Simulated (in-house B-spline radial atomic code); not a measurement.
# Zr⁵⁺: binding energies from hole states

Aim: binding energies of the shells of Zr⁵⁺, from runs with electrons taken out, set against the orbital energies of the parent.

The numbers are computed with in-house B-spline radial atomic code version 1 (Dirac-Hartree-Fock, average of configuration, Fermi nucleus, basis-set limit), except any that are marked as measured or tabulated.

## Step 1: Starting point

* element: zirconium (Z = 40)
* charge: +5
* electrons: 35
* configuration: [Ar] 3d10 4s2 4p5
* Hamiltonian: Dirac-Coulomb
* nucleus: Fermi, rms radius 4.269 fm

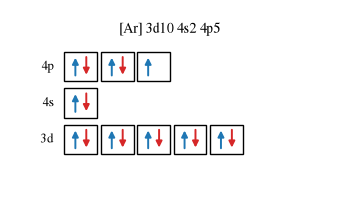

The shells outside the core, filled by Hund's rule for the drawing.

The boxes draw the filling by Hund's rule, which heavy ions in jj coupling don't follow; these runs average over all states of the configuration.

Settings, as recorded:

```ini
Z = 40
electrons = 35.0
configuration = [Ar] 3d10 4s2 4p5
hamiltonian = dirac
method = hf
spin_polarised = False
nucleus = fermi
rms_radius = 4.2694
mass_number = 90
atomic_mass = 89.904698755
speed_of_light = 137.035999084
```

This reference run was done before. Its total energy is -3591.488946 hartree, and its levels are (the highest eight at most):

```
orbital  occupation  energy (eV)  <r> (bohr)
  3s1/2           2      -516.79      0.4549
  3p1/2           2      -430.64      0.4528
  3p3/2           4      -416.30      0.4626
  3d3/2           4      -265.17      0.4479
  3d5/2           6      -262.58      0.4513
  4s1/2           2      -124.91       1.177
  4p1/2     1.66667      -98.620       1.272
  4p3/2     3.33333      -96.514       1.294
```

## Step 2: The 1s hole

Settings: those of step 1 with these lines changed.

```diff
@@ -1,4 +1,4 @@
 Z = 40
-electrons = 35.0
-configuration = [Ar] 3d10 4s2 4p5
+electrons = 34.0
+configuration = 1s1 2s2 2p6 3s2 3p6 3d10 4s2 4p5
 hamiltonian = dirac
```

From the run's result record (rounded, not every field):

```text
status: converged
iterations: 9
energy [hartree]: {"total": -2925.55407163, "kinetic": 3015.95874504, "nuclear": -7122.61526968, "coulomb": 1266.14001208, "exact_exchange": -85.0375590693}
breit [hartree]: {"gaunt": 1.044848, "retardation": -0.1391638, "frequency_dependence": -0.007298755}
qed [hartree]: {"self_energy": 0.8904199, "uehling": -0.09653985, "wichmann_kroll": 0.001329605}
recoil [hartree]: 0.01333456
total_with_corrections [hartree]: -2923.84714201
orbitals [hartree, bohr; first row names the columns]:
  - ["name", "occ", "eps", "<r>"]
  - ["1s1/2", 1.0, -689.53065, 0.03689]
  - ["2s1/2", 2.0, -102.32718, 0.1591]
  - ["2p1/2", 2.0, -95.093871, 0.13523]
  - ["2p3/2", 4.0, -91.634566, 0.13957]
  - ["3s1/2", 2.0, -20.869523, 0.44355]
  - ["3p1/2", 2.0, -17.806952, 0.43737]
  - ["3p3/2", 4.0, -17.223149, 0.44708]
  - ["3d3/2", 4.0, -11.489341, 0.42759]
  - ["3d5/2", 6.0, -11.378651, 0.43096]
  - ["4s1/2", 2.0, -5.4856901, 1.1202]
  - ["4p1/2", 1.6667, -4.4804989, 1.1926]
  - ["4p3/2", 3.3333, -4.3880709, 1.2134]
sum_r [bohr^k]: {"-1": 178.066, "1": 17.30285, "2": 15.28514}
energy_minus_base [hartree]: 665.934874
energy_minus_base_with_corrections [hartree]: 664.228258
```

It took 1 s on 1 thread, shared host.

energy_minus_base is the energy less that of the reference run.

## Step 3: The 2s hole

Settings: those of step 2 with these lines changed.

```diff
@@ -2,3 +2,3 @@
 electrons = 34.0
-configuration = 1s1 2s2 2p6 3s2 3p6 3d10 4s2 4p5
+configuration = 1s2 2s1 2p6 3s2 3p6 3d10 4s2 4p5
 hamiltonian = dirac
```

From the record:

```text
status: converged
iterations: 9
energy [hartree]: {"total": -3495.22560092, "kinetic": 3609.21634636, "nuclear": -8319.66298446, "coulomb": 1316.92118083, "exact_exchange": -101.700143646}
breit [hartree]: {"gaunt": 2.176397, "retardation": -0.2181787, "frequency_dependence": -0.01362892}
qed [hartree]: {"self_energy": 1.454211, "uehling": -0.1611317, "wichmann_kroll": 0.00221973}
recoil [hartree]: 0.01493663
total_with_corrections [hartree]: -3491.97077575
orbitals [hartree, bohr; first row names the columns]:
  - ["name", "occ", "eps", "<r>"]
  - ["1s1/2", 2.0, -672.95075, 0.037055]
  - ["2s1/2", 1.0, -100.95316, 0.16174]
  - ["2p1/2", 2.0, -92.354159, 0.1376]
  - ["2p3/2", 4.0, -89.118084, 0.14188]
  - ["3s1/2", 2.0, -20.640155, 0.44677]
  - ["3p1/2", 2.0, -17.571925, 0.44211]
  - ["3p3/2", 4.0, -17.015645, 0.45157]
  - ["3d3/2", 4.0, -11.526025, 0.42894]
  - ["3d5/2", 6.0, -11.418747, 0.43219]
  - ["4s1/2", 2.0, -5.4536667, 1.1268]
  - ["4p1/2", 1.6667, -4.4508401, 1.201]
  - ["4p3/2", 3.3333, -4.3621589, 1.2211]
sum_r [bohr^k]: {"-1": 207.9925, "1": 17.29716, "2": 15.44879}
energy_minus_base [hartree]: 96.2633447
energy_minus_base_with_corrections [hartree]: 96.1046245
```

It took 1 s on 1 thread, shared host.

## Step 4: The 2p1/2 hole

In configurations, a minus sign after the shell means j = l − 1/2 and a plus sign j = l + 1/2; the count of electrons follows.

Settings: those of step 3 with these lines changed.

```diff
@@ -2,3 +2,3 @@
 electrons = 34.0
-configuration = 1s2 2s1 2p6 3s2 3p6 3d10 4s2 4p5
+configuration = 1s2 2s2 2p-1 2p+4 3s2 3p6 3d10 4s2 4p5
 hamiltonian = dirac
```

From the record:

```text
status: converged
iterations: 9
energy [hartree]: {"total": -3503.67025495, "kinetic": 3618.61594592, "nuclear": -8331.38671734, "coulomb": 1311.19800502, "exact_exchange": -102.097488549}
breit [hartree]: {"gaunt": 2.093762, "retardation": -0.2033702, "frequency_dependence": -0.0130333}
qed [hartree]: {"self_energy": 1.533493, "uehling": -0.1691625, "wichmann_kroll": 0.002329299}
recoil [hartree]: 0.01571869
total_with_corrections [hartree]: -3500.41051787
orbitals [hartree, bohr; first row names the columns]:
  - ["name", "occ", "eps", "<r>"]
  - ["1s1/2", 2.0, -674.02923, 0.037021]
  - ["2s1/2", 2.0, -100.69651, 0.16075]
  - ["2p1/2", 1.0, -93.406849, 0.13841]
  - ["2p3/2", 4.0, -89.863723, 0.1415]
  - ["3s1/2", 2.0, -20.722225, 0.44623]
  - ["3p1/2", 2.0, -17.527414, 0.44173]
  - ["3p3/2", 4.0, -17.064246, 0.45057]
  - ["3d3/2", 4.0, -11.476974, 0.42988]
  - ["3d5/2", 6.0, -11.44852, 0.43093]
  - ["4s1/2", 2.0, -5.4656244, 1.1247]
  - ["4p1/2", 1.6667, -4.4446484, 1.2021]
  - ["4p3/2", 3.3333, -4.3686698, 1.2193]
sum_r [bohr^k]: {"-1": 208.2857, "1": 17.30067, "2": 15.42497}
energy_minus_base [hartree]: 87.8186906
energy_minus_base_with_corrections [hartree]: 87.6648824
```

Wall time 1 s (1 thread, shared host).

## Step 5: The 2p3/2 hole

Settings: those of step 4 with these lines changed.

```diff
@@ -2,3 +2,3 @@
 electrons = 34.0
-configuration = 1s2 2s2 2p-1 2p+4 3s2 3p6 3d10 4s2 4p5
+configuration = 1s2 2s2 2p-2 2p+3 3s2 3p6 3d10 4s2 4p5
 hamiltonian = dirac
```

From the record:

```text
status: converged
iterations: 10
energy [hartree]: {"total": -3506.82227801, "kinetic": 3628.40811315, "nuclear": -8345.35023069, "coulomb": 1312.38969435, "exact_exchange": -102.269854815}
breit [hartree]: {"gaunt": 2.145878, "retardation": -0.2033746, "frequency_dependence": -0.01050852}
qed [hartree]: {"self_energy": 1.526905, "uehling": -0.1692736, "wichmann_kroll": 0.002330969}
recoil [hartree]: 0.01568802
total_with_corrections [hartree]: -3503.51463203
orbitals [hartree, bohr; first row names the columns]:
  - ["name", "occ", "eps", "<r>"]
  - ["1s1/2", 2.0, -673.75483, 0.037025]
  - ["2s1/2", 2.0, -100.63719, 0.1608]
  - ["2p1/2", 2.0, -93.039429, 0.13731]
  - ["2p3/2", 3.0, -89.863992, 0.14299]
  - ["3s1/2", 2.0, -20.717995, 0.44632]
  - ["3p1/2", 2.0, -17.616613, 0.44125]
  - ["3p3/2", 4.0, -17.01723, 0.45039]
  - ["3d3/2", 4.0, -11.54917, 0.42796]
  - ["3d5/2", 6.0, -11.399288, 0.4324]
  - ["4s1/2", 2.0, -5.4650965, 1.1249]
  - ["4p1/2", 1.6667, -4.456851, 1.1994]
  - ["4p3/2", 3.3333, -4.3676198, 1.221]
sum_r [bohr^k]: {"-1": 208.6348, "1": 17.30068, "2": 15.4307}
energy_minus_base [hartree]: 84.6666676
energy_minus_base_with_corrections [hartree]: 84.5607683
```

Wall time 1.1 s (1 thread, shared host).

## Step 6: The 3s hole

Settings: those of step 5 with these lines changed.

```diff
@@ -2,3 +2,3 @@
 electrons = 34.0
-configuration = 1s2 2s2 2p-2 2p+3 3s2 3p6 3d10 4s2 4p5
+configuration = 1s2 2s2 2p6 3s1 3p6 3d10 4s2 4p5
 hamiltonian = dirac
```

From the record:

```text
status: converged
iterations: 9
energy [hartree]: {"total": -3572.74250773, "kinetic": 3692.6282936, "nuclear": -8506.05134501, "coulomb": 1347.13988959, "exact_exchange": -106.459345919}
breit [hartree]: {"gaunt": 2.262904, "retardation": -0.2227973, "frequency_dependence": -0.013116}
qed [hartree]: {"self_energy": 1.513575, "uehling": -0.1674282, "wichmann_kroll": 0.002305907}
recoil [hartree]: 0.01543789
total_with_corrections [hartree]: -3569.35162646
orbitals [hartree, bohr; first row names the columns]:
  - ["name", "occ", "eps", "<r>"]
  - ["1s1/2", 2.0, -669.70531, 0.037053]
  - ["2s1/2", 2.0, -98.799102, 0.16201]
  - ["2p1/2", 2.0, -90.537476, 0.13865]
  - ["2p3/2", 4.0, -87.356, 0.14297]
  - ["3s1/2", 1.0, -20.484443, 0.45441]
  - ["3p1/2", 2.0, -17.105834, 0.44857]
  - ["3p3/2", 4.0, -16.567414, 0.45823]
  - ["3d3/2", 4.0, -11.157024, 0.43928]
  - ["3d5/2", 6.0, -11.058306, 0.44251]
  - ["4s1/2", 2.0, -5.4117135, 1.1324]
  - ["4p1/2", 1.6667, -4.4161032, 1.2104]
  - ["4p3/2", 3.3333, -4.3280662, 1.2307]
sum_r [bohr^k]: {"-1": 212.6523, "1": 17.22858, "2": 15.57997}
energy_minus_base [hartree]: 18.7464379
energy_minus_base_with_corrections [hartree]: 18.7237738
```

It took 1 s on 1 thread, shared host.

## Step 7: The 3p1/2 hole

Settings: those of step 6 with these lines changed.

```diff
@@ -2,3 +2,3 @@
 electrons = 34.0
-configuration = 1s2 2s2 2p6 3s1 3p6 3d10 4s2 4p5
+configuration = 1s2 2s2 2p6 3s2 3p-1 3p+4 3d10 4s2 4p5
 hamiltonian = dirac
```

From the record:

```text
status: converged
iterations: 9
energy [hartree]: {"total": -3575.91472062, "kinetic": 3696.0736288, "nuclear": -8511.83742508, "coulomb": 1346.66142367, "exact_exchange": -106.812348017}
breit [hartree]: {"gaunt": 2.25109, "retardation": -0.2205513, "frequency_dependence": -0.01305806}
qed [hartree]: {"self_energy": 1.527763, "uehling": -0.1688407, "wichmann_kroll": 0.002325161}
recoil [hartree]: 0.01557795
total_with_corrections [hartree]: -3572.5204143
orbitals [hartree, bohr; first row names the columns]:
  - ["name", "occ", "eps", "<r>"]
  - ["1s1/2", 2.0, -669.79692, 0.03705]
  - ["2s1/2", 2.0, -98.891987, 0.16178]
  - ["2p1/2", 2.0, -90.500063, 0.13884]
  - ["2p3/2", 4.0, -87.412988, 0.14293]
  - ["3s1/2", 2.0, -20.270453, 0.45157]
  - ["3p1/2", 1.0, -17.31872, 0.45266]
  - ["3p3/2", 4.0, -16.688777, 0.45767]
  - ["3d3/2", 4.0, -11.053792, 0.43946]
  - ["3d5/2", 6.0, -11.096239, 0.44222]
  - ["4s1/2", 2.0, -5.4275224, 1.1326]
  - ["4p1/2", 1.6667, -4.3991052, 1.2107]
  - ["4p3/2", 3.3333, -4.3324594, 1.2298]
sum_r [bohr^k]: {"-1": 212.7969, "1": 17.22721, "2": 15.57301}
energy_minus_base [hartree]: 15.574225
energy_minus_base_with_corrections [hartree]: 15.554986
```

It took 1 s on 1 thread, shared host.

[end of part 1 of 2]
